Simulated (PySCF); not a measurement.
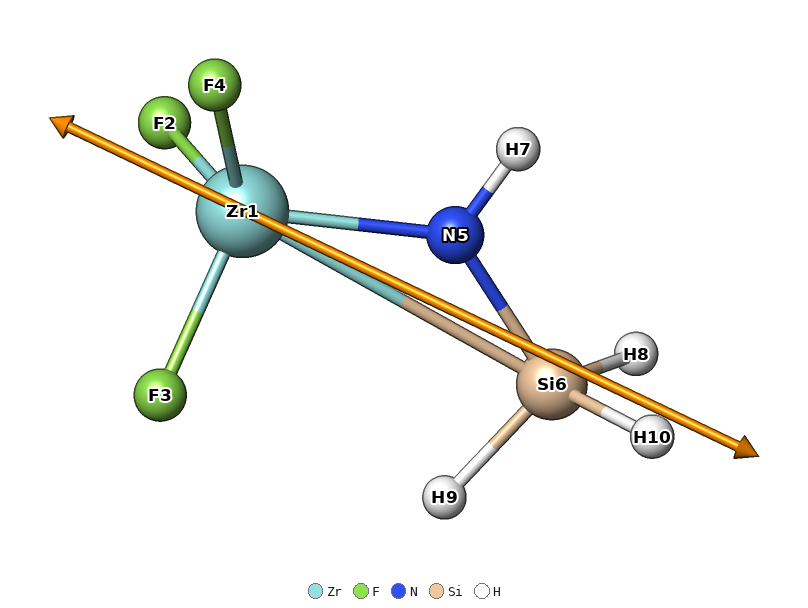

The double arrow shows the direction of the transition dipole to excited singlet state 2 (its length means nothing). The species is neutral and a spin singlet. Computed geometry: PBE0-D3(BJ)/def2-SVP optimisation. No frequency run is at hand to confirm it as a minimum. Properties computed with TDDFT ωB97X-D/def2-SVPD, vertical, gas phase, core orbitals frozen in the response, core potentials on Zr (PySCF 2.14.0).

Question: Where does the transition lie, and how strong is it?

Answer: 6.49 eV (191 nm), oscillator strength 0.080, mainly HOMO → LUMO+1 (weight 0.84); transition dipole 1.80 D.
